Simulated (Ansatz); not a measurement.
# GeH3O (SMILES [OH][GeH2]) at UPBE0/STO-3G

Aim: the electronic atomisation energy of GeH3O at UPBE0/STO-3G, from 4 runs. 

The calculation is run with Ansatz 0.2.0.

60 further runs of the same task are left out: 6 that didn't finish, 54 set aside as unsound or not needed.

## 1. The structure to begin with

GeH3O has 5 atoms, charge 0, and is taken as a doublet. SMILES: `[OH][GeH2]`. Geometry: relaxed at PBE0-D4/def2-TZVP. This is one conformer, not always the lowest.

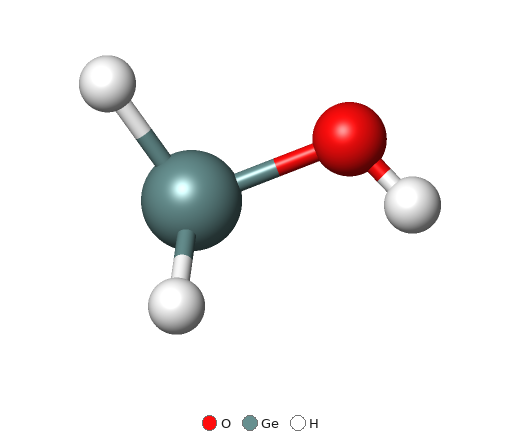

Viewed from a chosen angle; oxygen red, germanium teal, hydrogen white.

## 2. The energy at UPBE0/STO-3G

in.yaml reads:

```yaml
crystal:
  periodic: [false, false, false]
  atoms:
    - symbol: O
      position_ang: [0.355500, -1.075800, 0.460700]
    - symbol: Ge
      position_ang: [-0.520100, 0.416100, 0.017700]
    - symbol: H
      position_ang: [1.097400, -0.907600, 1.046500]
    - symbol: H
      position_ang: [-1.396800, -0.014400, -1.180300]
    - symbol: H
      position_ang: [0.513900, 1.508000, -0.385900]
basis:
  gaussian: {orbitals: STO-3G}
magnetization: {spin_polarized: true, initial_magnetization: 1}
hamiltonian: {xc: pbe0}
accuracy: high
```

Started as:

```bash
$ ansatz run in.yaml --threads 1 --pin off --max-ram 2610MiB --events-out events.jsonl --progress --plain --runs-dir runs
```

Log:

```text
Warning: RAYON_NUM_THREADS=1 ignored (pool sized by the plan → 1); use --threads N
Functional definition: PBE0
  name "PBE0"
  parameter a = 0.25
  parameter kappa = 0.804
  parameter beta = 0.06672455060314922
  exchange = (1 - a)*pbe_x(kappa = kappa, mu = beta*pi^2/3) + a*exact_x
  correlation = pbe_c(beta = beta)
380 factors; integrals over basis functions are off by at most 4.2e-9 eV
mean field evaluation 1: about -57914.2598 eV, gradient 3.4e1 eV
mean field evaluation 2: about -57908.3553 eV, gradient 4.6e1 eV
mean field evaluation 4: about -57924.0971 eV, gradient 2.7e0 eV
mean field evaluation 8: about -57924.1622 eV, gradient 9.7e-2 eV
mean field evaluation 16: about -57924.1624 eV, gradient 2.1e-5 eV
mean field -57924.16237675 eV, -2128.6737049382 hartree, gradient 6.8e-8 eV, S^2 0.751488; 0 other end points of the search recorded, 0 dependent functions left out
reference -57924.16237815 eV, -2128.6737049895 hartree; 22, 21 occupied and 4, 5 virtual orbitals, 380 factors
Total energy: -57924.16237815 eV, -2128.6737049895 hartree
```

Wall time 2.4 s (1 thread of Arm Neoverse V1, shared host); peak memory 0.13 GiB.

## 3. The Ge atom at the same level

in.yaml reads:

```yaml
crystal:
  periodic: [false, false, false]
  atoms:
    - symbol: Ge
      position_ang: [0.000000, 0.000000, 0.000000]
basis:
  gaussian:
    orbitals: STO-3G
hamiltonian:
  xc: pbe0
magnetization:
  spin_polarized: true
  initial_magnetization: 2
accuracy: high
```

Run the same way, it converges to -2052.65026 Eh (log not shown).

## 4. The H atom, same level

run.yaml reads:

```yaml
basis:
  gaussian: {orbitals: STO-3G}
crystal:
  periodic: [false, false, false]
  atoms:
    - symbol: H
      position_ang: [0.000000, 0.000000, 0.000000]
magnetization: {spin_polarized: true, initial_magnetization: 1}
hamiltonian: {xc: pbe0}
accuracy: high
```

Run the same way, it converges to -0.46651 Eh (log not shown).

## 5. The O atom, same level

input.yaml reads:

```yaml
crystal:
  periodic: [false, false, false]
  atoms:
    - symbol: O
      position_ang: [0.000000, 0.000000, 0.000000]
basis:
  gaussian: {orbitals: STO-3G}
magnetization: {spin_polarized: true, initial_magnetization: 2}
hamiltonian: {xc: {name: PBE0}}
accuracy: high
```

Run the same way, it converges to -73.97643 Eh (log not shown).

## 6. Results

At UPBE0/STO-3G:

| quantity | value |
| --- | --- |
| molecule: total energy | -2128.67370 Eh |
| molecule: ⟨S²⟩ | 0.751 |
| Ge atom: total energy | -2052.65026 Eh |
| Ge atom: ⟨S²⟩ | 2.188 |
| H atom: total energy | -0.46651 Eh |
| H atom: ⟨S²⟩ | 0.750 |
| O atom: total energy | -73.97643 Eh |
| O atom: ⟨S²⟩ | 2.000 |
| electronic atomisation energy | 17.619 eV |

**Reading.** Taking the molecule apart into free atoms costs 17.62 eV (1700 kJ/mol), before zero-point energy and without spin-orbit coupling. In a minimal basis such a difference can be off by several eV, whatever the method. ⟨S²⟩ (Ge atom) is 2.19 where a pure triplet has 2.00: the reference is spin-contaminated.
